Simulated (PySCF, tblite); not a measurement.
**C7H16AlN: geometry, infrared bands, NMR shifts and electronic excitations**

Aim: predict the infrared bands, NMR shifts and electronic excitations of C7H16AlN (`C=C[C@@H]1C[CH2][AlH2-][N+]1(C)C`).

Computed with tblite 0.8.0 and PySCF 2.14.0, with density-fitted response routines of our own, on a single molecule in the gas phase. Atoms are numbered from 0 throughout.

### 1 The starting structure

25 atoms, charge 0, multiplicity 1; geometry from: force field or distance geometry start.

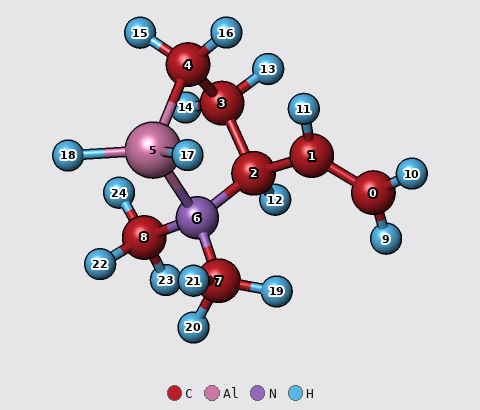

The starting geometry (carbon red, aluminium pink, nitrogen purple, hydrogen blue), atoms numbered; sticks join atoms by distance.

### 2 Optimising the geometry with GFN2-xTB

The job: settings as JSON, then the geometry in Å.

```
{"job": {"kind": "relax", "xc": "GFN2-xTB", "basis": "xTB"}, "charge": 0, "multiplicity": 1}
C      2.710000    -0.902000     0.031800
C      1.742800     0.019800     0.185500
C      0.533600     0.094400    -0.618200
C      0.215000     1.563000    -0.822300
C     -0.126800     2.169500     0.537100
Al    -1.025600     0.588400     1.372200
N     -0.625100    -0.574200    -0.124400
C     -0.445100    -1.909800     0.313700
C     -1.758800    -0.547500    -0.998500
H      2.691400    -1.672200    -0.693400
H      3.551600    -0.842500     0.709800
H      1.859000     0.767200     0.991400
H      0.726800    -0.297500    -1.647900
H      1.163000     2.054100    -1.155400
H     -0.538900     1.779900    -1.581400
H     -0.884900     2.982900     0.445000
H      0.756600     2.487900     1.115800
H     -0.290800     0.102900     2.697400
H     -2.583500     0.822700     1.553300
H      0.562000    -2.333200     0.172500
H     -1.145300    -2.554900    -0.273800
H     -0.804500    -1.994500     1.361900
H     -2.613500    -0.956900    -0.407100
H     -1.609200    -1.271800    -1.830400
H     -2.070600     0.448600    -1.325600
```

The run is started by

```bash
> OMP_NUM_THREADS=1 python probes_run.py task.json out
```

The driver reads the jobs from task.json and runs them one after another.

**Question.** This job is followed by: GFN2-xTB harmonic vibrations, gas phase; PBE0-D3(BJ)/def2-SVP geometry optimisation, gas phase; GIAO PBE0/pcSseg-1 NMR shielding, non-relativistic, gas phase; TDDFT CAM-B3LYP/def2-SVPD, vertical, gas phase, core orbitals frozen in the response; GIAO HF/pcSseg-1 NMR shielding, non-relativistic, gas phase. What will the session give for the following? strongest single infrared mode (GFN2-xTB); zero-point energy (GFN2-xTB); point group; rotational constants (main isotopes); 13C shifts against TMS (PBE0/pcSseg-1); 1H shifts against TMS (PBE0/pcSseg-1, means over atoms taken as alike); 27Al shifts against AlH4- (PBE0/pcSseg-1); 15N shifts against NH3 (PBE0/pcSseg-1); surface potential, least and greatest; lowest singlet (CAM-B3LYP/def2-SVPD); brightest single state of those computed; lowest triplet; vertical ionisation energy (ΔSCF); range of the shift of N6.

The runs gave:

| quantity | value |
| --- | --- |
| strongest single infrared mode (GFN2-xTB) | 803 cm⁻¹, 480 km/mol |
| zero-point energy (GFN2-xTB) | 130.8 kcal/mol |
| point group | C1 |
| rotational constants (main isotopes) | 1.66, 1.25, 1.01 GHz |
| 13C shifts against TMS (PBE0/pcSseg-1) | 148.4, 125.6, 79.1, 47.0, 46.5, 33.5, -0.6 ppm |
| 1H shifts against TMS (PBE0/pcSseg-1, means over atoms taken as alike) | 6.65, 5.49, 5.46, 4.24, 4.10, 2.40, 2.36, 2.29, 2.01, 1.88, 0.33, 0.15 ppm |
| 27Al shifts against AlH4- (PBE0/pcSseg-1) | 97.0 ppm |
| 15N shifts against NH3 (PBE0/pcSseg-1) | 56.8 ppm |
| surface potential, least and greatest | -1.26 V and 1.11 V |
| lowest singlet (CAM-B3LYP/def2-SVPD) | 6.36 eV (195 nm), f = 0.025 |
| brightest single state of those computed | state 7, 7.33 eV, f = 0.398 |
| lowest triplet | 4.35 eV |
| vertical ionisation energy (ΔSCF) | 8.79 eV |
| range of the shift of N6 | 31.0 to 56.8 ppm |

**Reading.** The optimisation took 105 steps and gained 1.241 eV; among the close pairs (by a distance rule), Al5–N6 changed most, from 1.937 to 2.069 Å (GFN2-xTB). All 69 modes are real, so the xTB geometry is a minimum. The strongest single mode, at 803 cm⁻¹, moves mainly H17 and H18. Unscaled tight-binding wavenumbers are off by several per cent, some by more. Its intensities can rank the bands wrongly. Over 9 steps the energy fell by 0.375 eV; of the close pairs, C3–H13 changed most, 1.048 to 1.104 Å (PBE0/def2-SVP). C1 (alkene CH) lies farthest downfield among carbon, at 148.4 ppm; the olefinic region. The most deshielded hydrogen is H11 (hydrogen on an alkene CH), at 6.65 ppm: olefinic region. At PBE0/pcSseg-1: The largest span, 250 ppm, is at C1, where the paramagnetic term is -223 ppm. The lowest singlet, at 6.36 eV, is HOMO→LUMO 0.69, HOMO→LUMO+2 0.16 and is weak; of the 10 states computed, the strongest absorption comes from state 7 at 7.33 eV. The lowest triplet lies 2.01 eV below the lowest singlet (triplets in Tamm-Dancoff, singlets in full TDDFT). The orbital energy would give 8.16 eV for ionisation, ΔSCF gives 8.79 eV. In ppm, N6 moves most: its shift spreads over 25.8 ppm, from 31.0 (HF/pcSseg-1) to 56.8 (PBE0/pcSseg-1).
